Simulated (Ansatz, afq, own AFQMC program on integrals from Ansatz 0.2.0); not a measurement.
**SiH3O (doublet): AFQMC on the coupled-cluster ladder at distance Si1–O2 = 5.717 Å, cc-pVDZ**

Aim: compute SiH3O (doublet) with auxiliary-field quantum Monte Carlo on the same integrals as coupled cluster, and set the energies side by side.

Program: Ansatz 0.2.0, Gaussian basis, and an in-house AFQMC program (afq) on its integrals; all values are calculated. Level of theory: cc-pVDZ, frozen cores. These are calculated values, not measurements.

To be run: PBE (unrestricted); r2SCAN (unrestricted); PBE0 (unrestricted); B3LYP (unrestricted); wB97M-V (unrestricted); B2PLYP (unrestricted); CCSD(T) on ROHF; Phaseless AFQMC, CISD trial on ROHF; Phaseless AFQMC, single-determinant trial on ROHF; CCSD(T) on UHF; Phaseless AFQMC, CISD trial on UHF.

## (1) The system

The geometry derives from a PBE0/def2-TZVP stationary point (not a proven minimum). One bond is set to the value named and the two fragments are kept rigid.

5 atoms, charge 0, spin multiplicity 2.

Atoms are counted from 1 here; the program's logs count them from 0.

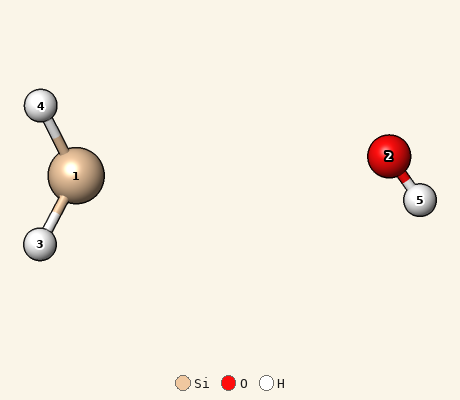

The geometry (silicon light orange, oxygen red, hydrogen white); atoms are numbered from 1 in the order of the file.

As a file:

| atom | x (Å) | y (Å) | z (Å) |
| --- | --- | --- | --- |
| Si1 | -0.2421 | -0.1494 | 2.0336 |
| O2 | 0.3637 | 0.3070 | -3.6329 |
| H3 | 0.4870 | -1.3453 | 2.5628 |
| H4 | 0.3305 | 1.1014 | 2.5993 |
| H5 | 0.1558 | -0.4656 | -4.1607 |

## (2) PBE (unrestricted)

The input, in.yaml:

```yaml
crystal:
  periodic: [false, false, false]
  atoms:
    - {symbol: Si, position_ang: [-0.242138, -0.149436, 2.033584]}
    - {symbol: O, position_ang: [0.363735, 0.307013, -3.632867]}
    - {symbol: H, position_ang: [0.486979, -1.345254, 2.562829]}
    - {symbol: H, position_ang: [0.330462, 1.101426, 2.599345]}
    - {symbol: H, position_ang: [0.155841, -0.465571, -4.160660]}
basis:
  gaussian: {orbitals: cc-pVDZ}
magnetization: {spin_polarized: true, initial_magnetization: 1}
hamiltonian: {xc: {name: PBE}}
output: {orbitals: {seedname: orbitals}}
```

The run is started by

```
$ ansatz run in.yaml --threads 1 --pin off --events-out ev --progress --plain --max-ram 1843MiB
```

Log:

```text
Functional definition: PBE
  name "PBE"
  cite "Perdew, Burke & Ernzerhof, Phys. Rev. Lett. 77, 3865 (1996) doi:10.1103/PhysRevLett.77.3865"
  parent pbe
  parameter kappa = 0.804
  parameter beta = 0.06672455060314922
  exchange = pbe_x(kappa = kappa, mu = beta*pi^2/3)
  correlation = pbe_c(beta = beta)
547 factors; their error is unknown
mean field evaluation 1: about -9946.2445 eV, gradient 5.0e1 eV
mean field evaluation 2: about -9613.6919 eV, gradient 1.1e2 eV
mean field evaluation 4: about -9904.5842 eV, gradient 5.3e1 eV
mean field evaluation 8: about -9951.6240 eV, gradient 3.1e1 eV
mean field evaluation 16: about -9961.6311 eV, gradient 2.2e-1 eV
mean field evaluation 32: about -9961.6337 eV, gradient 2.7e-5 eV
mean field evaluation 64: about -9961.6325 eV, gradient 3.5e-2 eV
mean field evaluation 96: about -9960.8758 eV, gradient 1.8e0 eV
mean field evaluation 128: about -9961.6326 eV, gradient 2.2e-2 eV
mean field -9961.63374605 eV, -366.0832879296 hartree, gradient 4.0e-6 eV, S^2 1.038940; 8 other end points of the search recorded, 0 dependent functions left out
reference -9961.63378249 eV, -366.0832892685 hartree; 13, 12 occupied and 34, 35 virtual orbitals, 547 factors
Total energy: -9961.63378249 eV, -366.0832892685 hartree
```

Wall time 12 s (1 thread of AMD EPYC 7R43 (Zen 3), shared host); peak memory 0.34 GiB.

From the report: ⟨S²⟩ of the determinant 1.039 (pure doublet: 0.75).

## (3) r2SCAN (unrestricted)

Edit in.yaml of step 2 so:

```diff
@@ -11,3 +11,2 @@
 magnetization: {spin_polarized: true, initial_magnetization: 1}
-hamiltonian: {xc: {name: PBE}}
-output: {orbitals: {seedname: orbitals}}
+hamiltonian: {xc: {name: r2SCAN}}
```

Launched as before.

Log:

```text
Functional definition: r2SCAN
  name "r2SCAN"
  cite "Furness, Kaplan, Ning, Perdew & Sun, J. Phys. Chem. Lett. 11, 8208 (2020) doi:10.1021/acs.jpclett.0c02405"
  cite "Furness, Kaplan, Ning, Perdew & Sun, J. Phys. Chem. Lett. 11, 9248 (2020) doi:10.1021/acs.jpclett.0c03077"
  parent r2scan
  parameter k0 = 0.174
  parameter k1 = 0.065
  parameter a1 = 4.9479
  exchange = r2scan_x(k0 = k0, k1 = k1, a1 = a1)
  correlation = r2scan_c
547 factors; their error is unknown
mean field evaluation 1: about -9951.9463 eV, gradient 4.7e1 eV
mean field evaluation 2: about -9625.2548 eV, gradient 1.1e2 eV
mean field evaluation 4: about -9909.8839 eV, gradient 5.3e1 eV
mean field evaluation 8: about -9956.7033 eV, gradient 2.9e1 eV
mean field evaluation 16: about -9966.4332 eV, gradient 2.0e-2 eV
mean field evaluation 32: about -9966.4343 eV, gradient 4.1e-5 eV
mean field evaluation 64: about -9962.0522 eV, gradient 8.6e0 eV
mean field evaluation 96: about -9966.3702 eV, gradient 4.4e0 eV
mean field evaluation 128: about -9966.0692 eV, gradient 1.3e-4 eV
mean field -9966.43431391 eV, -366.2597055443 hartree, gradient 8.1e-6 eV, S^2 1.260044; 6 other end points of the search recorded, 0 dependent functions left out
reference -9966.43432560 eV, -366.2597059738 hartree; 13, 12 occupied and 34, 35 virtual orbitals, 547 factors
Total energy: -9966.43432560 eV, -366.2597059738 hartree
```

Wall time 29 s (1 thread of AMD EPYC 7R43 (Zen 3), shared host); peak memory 0.34 GiB.

From the report: ⟨S²⟩ of the determinant 1.260 (pure doublet: 0.75). The determinant is far from a pure spin state, so its energy mixes those of several spin states (harmless only where they are near-degenerate, as at dissociation).

## (4) PBE0 (unrestricted)

Edit in.yaml of step 3 so:

```diff
@@ -11,2 +11,3 @@
 magnetization: {spin_polarized: true, initial_magnetization: 1}
-hamiltonian: {xc: {name: r2SCAN}}
+hamiltonian: {xc: {name: PBE0}}
+output: {orbitals: {seedname: orbitals}}
```

Launched as before.

Log:

```text
Functional definition: PBE0
  name "PBE0"
  cite "Adamo & Barone, J. Chem. Phys. 110, 6158 (1999) doi:10.1063/1.478522"
  cite "Perdew, Burke & Ernzerhof, Phys. Rev. Lett. 77, 3865 (1996) doi:10.1103/PhysRevLett.77.3865"
  parent pbe
  parameter a = 0.25
  parameter kappa = 0.804
  parameter beta = 0.06672455060314922
  exchange = (1 - a)*pbe_x(kappa = kappa, mu = beta*pi^2/3) + a*exact_x
  correlation = pbe_c(beta = beta)
446 factors; integrals over basis functions are off by at most 1.1e-3 eV
mean field evaluation 1: about -9948.9039 eV, gradient 4.5e1 eV
mean field evaluation 2: about -9630.0185 eV, gradient 1.0e2 eV
mean field evaluation 4: about -9953.9519 eV, gradient 2.4e1 eV
mean field evaluation 8: about -9954.0229 eV, gradient 2.4e1 eV
mean field evaluation 16: about -9962.7018 eV, gradient 1.1e-1 eV
mean field evaluation 32: about -9962.7042 eV, gradient 4.6e-6 eV
mean field evaluation 64: about -9962.2294 eV, gradient 1.5e-3 eV
mean field -9962.70422704 eV, -366.1226273802 hartree, gradient 4.7e-6 eV, S^2 1.110488; 5 other end points of the search recorded, 0 dependent functions left out
reference -9962.70425474 eV, -366.1226283983 hartree; 13, 12 occupied and 34, 35 virtual orbitals, 446 factors
Total energy: -9962.70425474 eV, -366.1226283983 hartree
```

Run time: 10 s. Hardware: 1 thread of AMD EPYC 7R43 (Zen 3), shared host; peak memory 0.34 GiB.

From the report: ⟨S²⟩ of the determinant 1.110 (pure doublet: 0.75).

## (5) B3LYP (unrestricted)

Edit in.yaml of step 4 so:

```diff
@@ -11,3 +11,2 @@
 magnetization: {spin_polarized: true, initial_magnetization: 1}
-hamiltonian: {xc: {name: PBE0}}
-output: {orbitals: {seedname: orbitals}}
+hamiltonian: {xc: {name: B3LYP}}
```

Launched as before.

Log:

```text
Functional definition: B3LYP
  name "B3LYP"
  cite "Stephens, Devlin, Chabalowski & Frisch, J. Phys. Chem. 98, 11623 (1994) doi:10.1021/j100096a001"
  cite "Becke, Phys. Rev. A 38, 3098 (1988) doi:10.1103/PhysRevA.38.3098"
  cite "Lee, Yang & Parr, Phys. Rev. B 37, 785 (1988) doi:10.1103/PhysRevB.37.785"
  cite "Vosko, Wilk & Nusair, Can. J. Phys. 58, 1200 (1980) doi:10.1139/p80-159"
  parameter a0 = 0.2
  parameter ax = 0.72
  parameter ac = 0.81
  exchange = (1 - a0 - ax)*slater_x + ax*b88_x + a0*exact_x
  correlation = (1 - ac)*vwn_rpa_c + ac*lyp_c
446 factors; integrals over basis functions are off by at most 1.1e-3 eV
mean field evaluation 1: about -9954.5391 eV, gradient 4.7e1 eV
mean field evaluation 2: about -9632.2811 eV, gradient 1.1e2 eV
mean field evaluation 4: about -9967.9126 eV, gradient 1.0e1 eV
mean field evaluation 8: about -9968.8929 eV, gradient 7.7e-1 eV
mean field evaluation 16: about -9968.9502 eV, gradient 3.8e-2 eV
mean field evaluation 32: about -9968.9646 eV, gradient 2.9e-5 eV
mean field evaluation 64: about -9967.9757 eV, gradient 3.8e0 eV
mean field evaluation 96: about -9968.7506 eV, gradient 2.4e0 eV
mean field -9968.96466983 eV, -366.3526944093 hartree, gradient 6.3e-6 eV, S^2 0.940587; 10 other end points of the search recorded, 0 dependent functions left out
reference -9968.96492381 eV, -366.3527037430 hartree; 13, 12 occupied and 34, 35 virtual orbitals, 446 factors
Total energy: -9968.96492381 eV, -366.3527037430 hartree
```

Wall time 8.5 s (1 thread of AMD EPYC 7R43 (Zen 3), shared host); peak memory 0.34 GiB.

From the report: ⟨S²⟩ of the determinant 0.941 (pure doublet: 0.75).

## (6) wB97M-V (unrestricted)

Edit in.yaml of step 5 so:

```diff
@@ -11,2 +11,3 @@
 magnetization: {spin_polarized: true, initial_magnetization: 1}
-hamiltonian: {xc: {name: B3LYP}}
+hamiltonian: {xc: {name: wB97M-V}}
+output: {orbitals: {seedname: orbitals}}
```

Same command.

Log:

```text
Functional definition: wB97M-V
  name "wB97M-V"
  cite "Mardirossian & Head-Gordon, J. Chem. Phys. 144, 214110 (2016) doi:10.1063/1.4952647"
  cite "Becke, J. Chem. Phys. 107, 8554 (1997) doi:10.1063/1.475007"
  cite "Vydrov & Van Voorhis, J. Chem. Phys. 133, 244103 (2010) doi:10.1063/1.3521275"
  # Of w^i u^j: cxij and so on, Table III.
  parameter omega = 0.3/bohr
  parameter cx = 0.15
  parameter cx01 = 1.007
  parameter cx10 = 0.259
  parameter css00 = 0.443
  parameter css04 = -1.437
  parameter css10 = -4.535
  parameter css20 = -3.390
  parameter css43 = 4.278
  parameter cos00 = 1.000
  parameter cos10 = 1.358
  parameter cos20 = 2.924
  parameter cos21 = -8.812
  parameter cos60 = -1.390
  parameter cos61 = 9.142
  parameter b = 6.0
  parameter c = 0.01
  gx(w, u) = 1 - cx + cx01*u + cx10*w
  gss(w, u) = css00 + css04*u^4 + css10*w + css20*w^2 + css43*w^4*u^3
  gos(w, u) = cos00 + cos10*w + (cos20 + cos21*u)*w^2 + (cos60 + cos61*u)*w^6
  exchange = spin_sum(e_x_unif_sr(omega)*gx(b97_w, b97_u_x)) + cx*exact_x_sr(omega) + exact_x_lr(omega)
  correlation = spin_sum(e_c_pw_mod_same_spin*gss(b97_w, b97_u_same))
      + integral(e_c_pw_mod_opposite_spin*gos(b97_w_opposite, b97_u_opposite)) + vv10(b, c)
446 factors; integrals over basis functions are off by at most 1.1e-3 eV
148 factors; integrals over basis functions are off by at most 6.4e-5 eV
mean field evaluation 1: about -9953.6582 eV, gradient 4.2e1 eV
mean field evaluation 2: about -9642.1923 eV, gradient 1.0e2 eV
mean field evaluation 4: about -9958.1370 eV, gradient 2.3e1 eV
mean field evaluation 8: about -9958.1781 eV, gradient 2.3e1 eV
mean field evaluation 16: about -9966.8168 eV, gradient 1.5e-1 eV
mean field evaluation 32: about -9966.8181 eV, gradient 2.1e-2 eV
mean field -9966.82025898 eV, -366.2738887641 hartree, gradient 9.3e-6 eV, S^2 0.751801; 4 other end points of the search recorded, 0 dependent functions left out
reference -9966.82029954 eV, -366.2738902548 hartree; 13, 12 occupied and 34, 35 virtual orbitals, 446 factors
Total energy: -9966.82029954 eV, -366.2738902548 hartree
```

It took 18 s on 1 thread of AMD EPYC 7R43 (Zen 3), shared host; peak memory 0.34 GiB.

From the report: ⟨S²⟩ of the determinant 0.752 (pure doublet: 0.75).

## (7) B2PLYP (unrestricted)

Edit in.yaml of step 6 so:

```diff
@@ -11,3 +11,3 @@
 magnetization: {spin_polarized: true, initial_magnetization: 1}
-hamiltonian: {xc: {name: wB97M-V}}
-output: {orbitals: {seedname: orbitals}}
+hamiltonian: {xc: {name: B2PLYP}}
+correlation: {electrons: outside_noble_gas}
```

The command is unchanged.

Log:

```text
Functional definition: B2PLYP
  name "B2PLYP"
  cite "Grimme, J. Chem. Phys. 124, 034108 (2006) doi:10.1063/1.2148954"
  cite "Becke, Phys. Rev. A 38, 3098 (1988) doi:10.1103/PhysRevA.38.3098"
  cite "Lee, Yang & Parr, Phys. Rev. B 37, 785 (1988) doi:10.1103/PhysRevB.37.785"
  parameter a = 0.53
  parameter c = 0.27
  exchange = (1 - a)*b88_x + a*exact_x
  correlation = (1 - c)*lyp_c + c*(mp2_os + mp2_ss)
446 factors; integrals over basis functions are off by at most 1.1e-3 eV
mean field evaluation 1: about -9948.1319 eV, gradient 4.1e1 eV
mean field evaluation 2: about -9948.1464 eV, gradient 4.1e1 eV
mean field evaluation 4: about -9949.7118 eV, gradient 3.4e1 eV
mean field evaluation 8: about -9952.1171 eV, gradient 2.4e1 eV
mean field evaluation 16: about -9961.0172 eV, gradient 1.1e-1 eV
mean field evaluation 32: about -9960.9655 eV, gradient 4.0e0 eV
mean field evaluation 64: about -9961.0186 eV, gradient 2.1e-5 eV
mean field evaluation 96: about -9848.4590 eV, gradient 5.4e1 eV
mean field -9961.01867509 eV, -366.0606844888 hartree, gradient 2.9e-6 eV, S^2 1.116348; 6 other end points of the search recorded, 0 dependent functions left out
6 core orbitals not correlated: weight in the atoms' cores, before any rotation towards them, 1.000 or more for the frozen orbitals, at most 0.000 for the correlated occupied ones
reference -9961.01883675 eV, -366.0606904293 hartree; 7, 6 occupied and 34, 35 virtual orbitals, 446 factors
second order -7.52095445 eV of doubles, -0.00000000 eV of singles
Total energy: -9963.04949445 eV, -366.1353157235 hartree
```

It took 9.5 s on 1 thread of AMD EPYC 7R43 (Zen 3), shared host; peak memory 0.34 GiB.

From the report: ⟨S²⟩ of the determinant 1.116 (pure doublet: 0.75).

## (8) CCSD(T) on ROHF

Edit in.yaml of step 7 so:

```diff
@@ -10,4 +10,3 @@
   gaussian: {orbitals: cc-pVDZ}
-magnetization: {spin_polarized: true, initial_magnetization: 1}
-hamiltonian: {xc: {name: B2PLYP}}
-correlation: {electrons: outside_noble_gas}
+magnetization: {spin_polarized: false, initial_magnetization: 1}
+correlation: {method: ccsd_t, electrons: outside_noble_gas, hamiltonian_folder: ham}
```

Same command.

Log:

```text
Functional definition: HF
  name "HF"
  cite "Fock, Z. Phys. 61, 126 (1930) doi:10.1007/BF01340294"
  parent pbe
  exchange = exact_x
  correlation = 0
446 factors; integrals over basis functions are off by at most 1.1e-3 eV
mean field evaluation 1: about -9931.1913 eV, gradient 4.9e1 eV
mean field evaluation 2: about -9931.2069 eV, gradient 4.9e1 eV
mean field evaluation 4: about -9933.5817 eV, gradient 3.5e1 eV
mean field evaluation 8: about -9942.9454 eV, gradient 4.0e0 eV
mean field evaluation 16: about -9943.0591 eV, gradient 1.5e-2 eV
mean field evaluation 32: about -9931.1900 eV, gradient 4.9e1 eV
mean field evaluation 64: about -9943.0589 eV, gradient 1.1e-1 eV
mean field evaluation 96: about -9943.0602 eV, gradient 1.2e-3 eV
mean field evaluation 128: about -9938.5307 eV, gradient 5.2e-1 eV
mean field evaluation 160: about -9937.8042 eV, gradient 1.5e1 eV
mean field evaluation 192: about -9943.0602 eV, gradient 9.7e-4 eV
mean field evaluation 224: about -9943.0572 eV, gradient 6.4e-2 eV
mean field evaluation 256: about -9938.6234 eV, gradient 8.9e-3 eV
mean field evaluation 288: about -9934.0994 eV, gradient 4.3e-2 eV
mean field evaluation 320: about -9930.5120 eV, gradient 3.0e1 eV
mean field evaluation 352: about -9930.7960 eV, gradient 1.3e-1 eV
mean field -9943.06023375 eV, -365.4007239421 hartree, gradient 1.6e-9 eV, S^2 0.750000; 7 other end points of the search recorded, 0 dependent functions left out
mean field evaluation 384: about -9943.1564 eV, gradient 1.3e-2 eV
mean field evaluation 416: about -9943.1566 eV, gradient 2.0e-6 eV
mean field evaluation 448: about -9943.1631 eV, gradient 5.2e-2 eV
mean field evaluation 480: about -9943.1542 eV, gradient 3.4e-1 eV
mean field evaluation 512: about -9943.1564 eV, gradient 1.5e-2 eV
mean field evaluation 544: about -9943.4037 eV, gradient 1.8e-2 eV
mean field evaluation 576: about -9943.1565 eV, gradient 2.3e-3 eV
mean field evaluation 608: about -9936.9793 eV, gradient 1.3e1 eV
mean field evaluation 640: about -9938.7638 eV, gradient 7.9e-1 eV
mean field evaluation 672: about -9943.4028 eV, gradient 1.3e-2 eV
mean field evaluation 704: about -9943.4043 eV, gradient 1.2e-2 eV
mean field evaluation 736: about -9943.1556 eV, gradient 1.6e-2 eV
mean field evaluation 768: about -9943.1530 eV, gradient 4.2e-1 eV
mean field evaluation 800: about -9943.4047 eV, gradient 1.4e-8 eV
determinant -9943.06023375 eV, -365.4007239421 hartree, with singles and doubles -9950.76769268 eV, -365.6839678332 hartree
determinant -9943.05522471 eV, -365.4005398632 hartree, with singles and doubles -9950.76346241 eV, -365.6838123738 hartree
determinant -9943.06023375 eV, -365.4007239421 hartree, with singles and doubles -9950.76768217 eV, -365.6839674472 hartree
determinant -9943.05522471 eV, -365.4005398632 hartree, with singles and doubles -9950.76345368 eV, -365.6838120531 hartree
determinant -9943.03886549 eV, -365.3999386729 hartree, with singles and doubles -9950.76763541 eV, -365.6839657288 hartree
determinant -9943.03886549 eV, -365.3999386729 hartree, with singles and doubles -9950.76767702 eV, -365.6839672578 hartree
unrestricted determinant -9943.40468034 eV, -365.4133821207 hartree, S^2 1.3395
6 core orbitals not correlated: weight in the atoms' cores, before any rotation towards them, 1.000 or more for the frozen orbitals, at most 0.000 for the correlated occupied ones
reference -9943.06023375 eV, -365.4007239421 hartree; 7, 6 occupied and 34, 35 virtual orbitals, 446 factors
second order -6.46084876 eV of doubles, -0.07331967 eV of singles
cycle   1  -7.70744916 eV  change   -7.4e-7 eV  update   3.1e-6
perturbative correction -0.10856931 eV, -0.0039898487 hartree
Total energy: -9950.87625223 eV, -365.6879573232 hartree
```

Run time: 12 s. Hardware: 1 thread of AMD EPYC 7R43 (Zen 3), shared host; peak memory 0.34 GiB.

From the report: correlation -7.8160 eV; T1 0.012; largest double amplitude 0.12.

This run also writes the integrals to the folder ham.

## (9) Phaseless AFQMC, CISD trial on ROHF

It reads the integrals that the CCSD(T) run on this determinant wrote.

The run is started by

```
$ afq ham --method phaseless --trial cisd --walkers 60 --populations 1 --least-time 40 --time-step 0.005 --steps-per-block 50 --equilibration-blocks 40 --max-blocks 300 --target-error 0.00086 --factor-cut 1e-05 --start spin_pure --seed 7372 --release-times 0.24,0.51,0.99,1.62,2.4 --release-step 0.03 --release-every 4 --taylor-order 6
```

Log:

```text
orbitals 41  electrons 7 6  factors 274 of 446
reference energy -365.40072394 Eh
CCSD correlation -0.28324332 Eh in 13 cycles, weight of the determinant in the CISD state 0.8727
energy of the start -365.683967 Eh
 block  time / (1/Eh)  mean weight  energy / Eh
     1     0.250  1.0002  -365.679977
     2     0.500  1.0034  -365.692178
     3     0.750  1.0010  -365.684005
     4     1.000  0.9971  -365.682849
     5     1.250  0.9998  -365.685046
     6     1.500  0.9995  -365.685446
     7     1.750  1.0001  -365.686196
     8     2.000  1.0017  -365.687963
     9     2.250  1.0012  -365.688265
    10     2.500  0.9991  -365.689768
    11     2.750  1.0009  -365.689442
    16     4.000  0.9999  -365.686212
    21     5.250  0.9995  -365.693156
    26     6.500  1.0003  -365.686458
    31     7.750  0.9990  -365.684923
    36     9.000  1.0007  -365.694885
    41    10.250  1.0021  -365.689715
    46    11.500  1.0011  -365.690814
    51    12.750  1.0016  -365.683557
    56    14.000  1.0001  -365.692002
    61    15.250  1.0005  -365.688726
    66    16.500  0.9985  -365.694085
    71    17.750  1.0012  -365.685304
    76    19.000  0.9972  -365.689183
    81    20.250  1.0017  -365.682724
    86    21.500  1.0002  -365.688022
    91    22.750  1.0000  -365.688073
    96    24.000  1.0008  -365.687643
   101    25.250  0.9998  -365.684245
   106    26.500  1.0004  -365.683878
   111    27.750  1.0017  -365.685057
   116    29.000  0.9995  -365.702331
   121    30.250  0.9969  -365.685719
   126    31.500  1.0011  -365.683026
   131    32.750  0.9971  -365.682911
   136    34.000  0.9992  -365.685522
   141    35.250  1.0013  -365.687448
   146    36.500  1.0019  -365.687339
   151    37.750  1.0022  -365.686033
   156    39.000  1.0004  -365.685275
   161    40.250  0.9985  -365.677278
   166    41.500  1.0027  -365.693066
   171    42.750  0.9998  -365.697837
   176    44.000  1.0002  -365.691745
   181    45.250  1.0016  -365.687482
   186    46.500  0.9990  -365.682321
   191    47.750  0.9961  -365.687157
   196    49.000  0.9971  -365.685932
blocks merged  error / Eh  count
     1  0.000337  160
     2  0.000418  80
     4  0.000500  40
     8  0.000479  20
    16  0.000479  10
released: time / (1/Eh)  energy / Eh  error  mean overlap
  0.24  -365.688041  0.000518  0.9935
  0.51  -365.688089  0.000713  0.9853
  0.99  -365.688987  0.000698  0.9727
  1.62  -365.689185  0.000955  0.9817
  2.40  -365.687612  0.001005  1.0451
energy -365.687087 +/- 0.000500 Eh
```

Run time: 7.4 min. Hardware: 1 thread of AMD EPYC 7R43 (Zen 3), shared host; peak memory 0.34 GiB.

Energy -9950.8526 ± 0.0136 eV. Caveats: constraint bias not in the error.

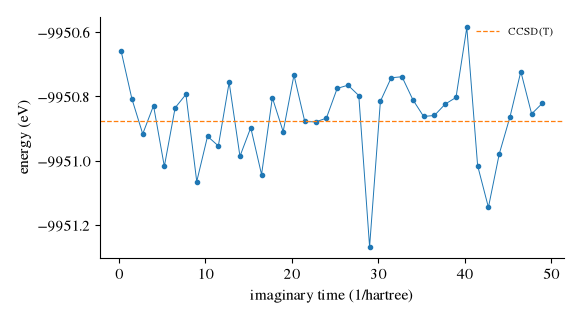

Block energies along the walk.

[end of part 1 of 2]
